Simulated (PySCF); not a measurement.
**C2F6, SMILES `FC(F)(F)C(F)(F)F`: what the electrons do**

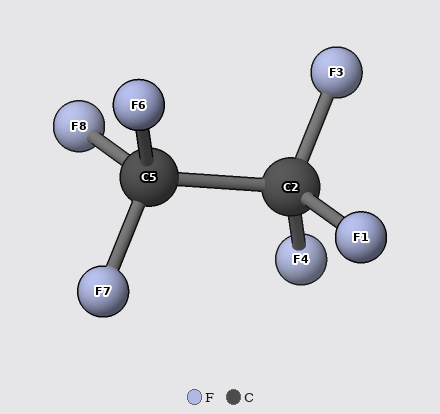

The molecule, with its atoms numbered as below. No frequency check shows the geometry to be a minimum.

Geometry (Å), atoms numbered from 1:

```
F1       1.2442   -0.7466    0.9948
C2       0.7794    0.0001   -0.0000
F3       1.2438    1.2351    0.1491
F4       1.2442   -0.4883   -1.1438
C5      -0.7793   -0.0001   -0.0001
F6      -1.2441    0.4835    1.1459
F7      -1.2441   -1.2342   -0.1541
F8      -1.2440    0.7505   -0.9917
```

## 1. Bonding charge

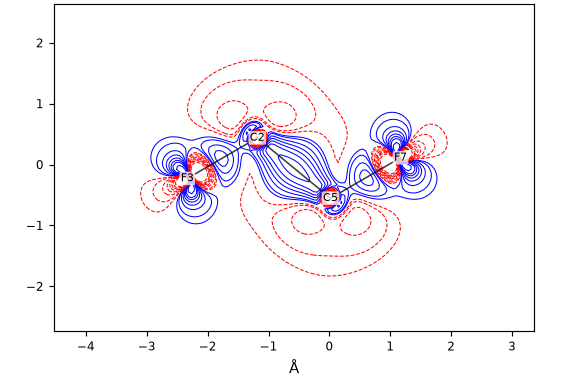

Deformation density (molecule less spherical, spin-averaged free atoms) in the plane of C2, F3, C5 and F7; contours at ±0.05 to ±0.8 e/Å³; solid blue lines: gain, dashed red lines: loss.

Computed with PySCF, PBE/def2-TZVP, geometry: GFN2-xTB.

How much density has each bond in this plane gained at its critical point, relative to the free atoms?

Answer. C2–C5: +0.65 e/Å³ at the bond critical point (bond length 1.56 Å, Mayer order 0.9). C5–F7 and C2–F3: +0.17 e/Å³ at the bond critical point (bond length 1.33 Å, Mayer order 1.2). In all, 1.6 electrons gather in the regions of gain relative to the promolecule.

## 2. Bond critical points

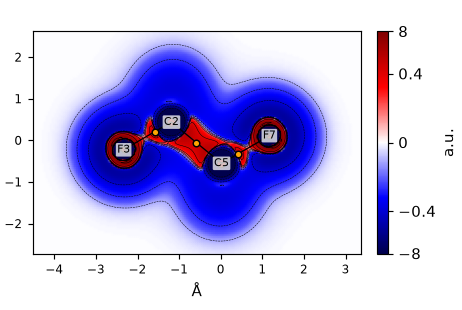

Negative Laplacian of the density (−∇²ρ) in the plane of C2, F3, C5 and F7 (red positive, blue negative, colour scale in a.u., logarithmic beyond ±0.04), with bond paths and bond critical points (dots).

At which bond critical points in this plane is charge locally concentrated, and at which depleted?

Answer. Concentrated (∇²ρ < 0): C5–F7 and C2–F3 (−0.51 a.u.); C2–C5 (−0.69 a.u.). At none is it depleted.

Where along C5–F7 does the critical point lie?

Answer. 0.46 Å from C5 and 0.87 Å from F7.

## 3. Electrostatic potential

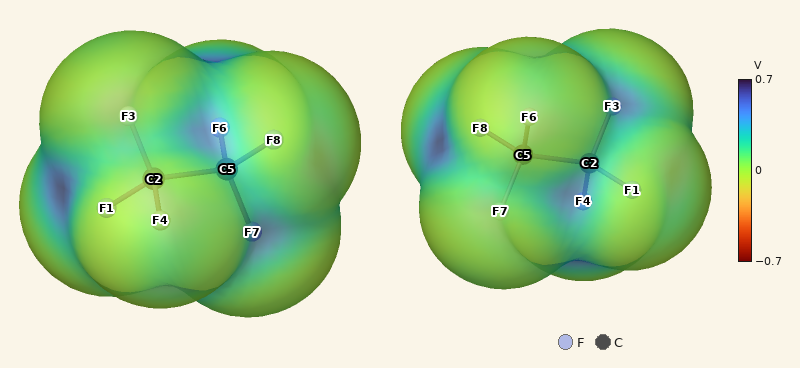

Electrostatic potential on the surface of electron density 0.001 a.u. (back view left, front view right).

Where are the extremes of the potential on the surface?

Answer. Highest: 0.62 V, over the middle of C5, F6, F7 and F8, about 1.9 Å from them, and at like points elsewhere. Further maxima include 0.52 V, over the middle of F1, C5, F6 and F7, about 1.9 Å from them, and at like points elsewhere. Lowest: −0.04 V, 1.6 Å from F6, and at like points elsewhere. The surface is sampled at points, so like sites can differ by a few per cent and only the strongest of them is named.

## 4. In an electric field

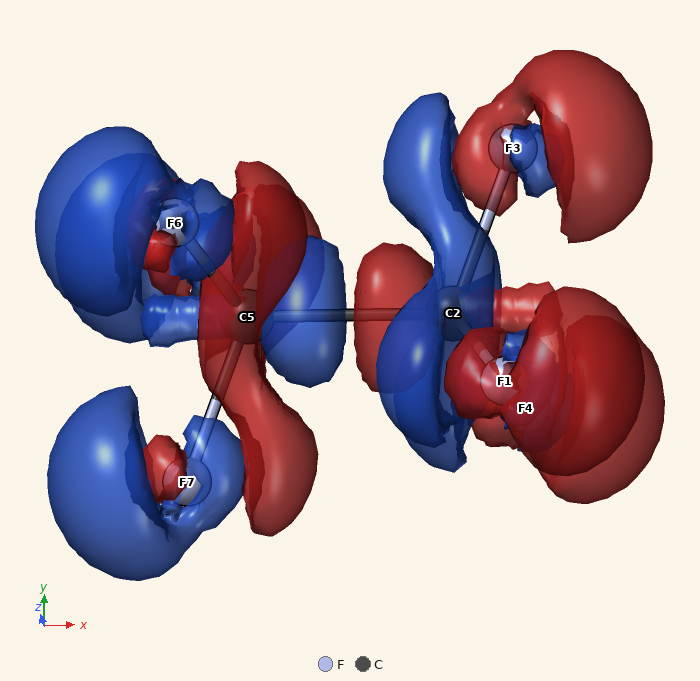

Change of the electron density in a uniform field of 0.21 V/Å, surfaces at ±0.0015 e/Å³ (red: gain, blue: loss).

PySCF calculation, PBE/def2-TZVP, gas phase; geometry: GFN2-xTB. A basis without diffuse functions makes polarisabilities too small.

The field was applied in both directions; the picture shows the one opposite to the script's first.

Along which Cartesian direction does the field point?

Answer. Along −x: electrons gather on the +x side, against the field.

What dipole is induced, and what polarisability does it imply?

Answer. The induced dipole is 0.31 D (along the field); α along this axis, from the fields in both directions, is 30 bohr³ (4.5 Å³).

## 5. Removing or adding an electron

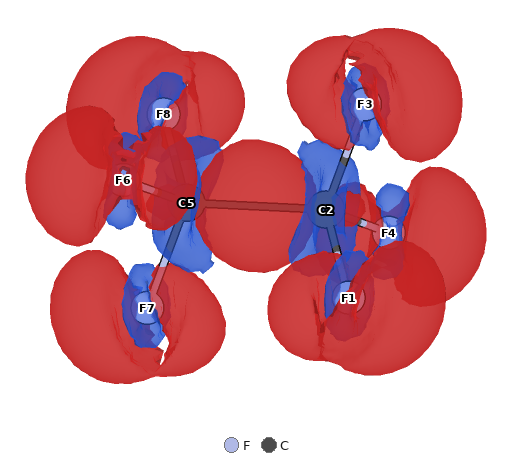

Fukui function f⁻ = ρ(N) − ρ(N−1) at fixed geometry, surfaces at ±0.02 e/Å³ (red positive, blue negative).

Method: PBE/def2-TZVP; geometry: GFN2-xTB; program: PySCF.

On which atoms does the density change most on removal of an electron?

Answer. f⁻ (Hirshfeld-condensed) is largest on F1, F3, F4, F6, F7 and F8 (0.14 each) and C2 and C5 (0.09 each); the vertical ionisation energy is 13.05 eV (the stability of the cation's solution wasn't checked). Condensed values hint at sites of electrophilic attack but needn't mark the atom that reacts. Orbital relaxation makes it negative in places (0.16 e in all).

```json
{"atom": "F1", "f⁻": "+0.14", "charge": "−0.07"}
{"atom": "C2", "f⁻": "+0.09", "charge": "+0.21"}
{"atom": "F3", "f⁻": "+0.14", "charge": "−0.07"}
{"atom": "F4", "f⁻": "+0.14", "charge": "−0.07"}
{"atom": "C5", "f⁻": "+0.09", "charge": "+0.21"}
{"atom": "F6", "f⁻": "+0.14", "charge": "−0.07"}
{"atom": "F7", "f⁻": "+0.14", "charge": "−0.07"}
{"atom": "F8", "f⁻": "+0.14", "charge": "−0.07"}
```

The PySCF runs shown took 20 s, 47 s and 56 s on 1 thread of Intel(R) Xeon(R) 6975P-C (Granite Rapids), with other jobs on the host.
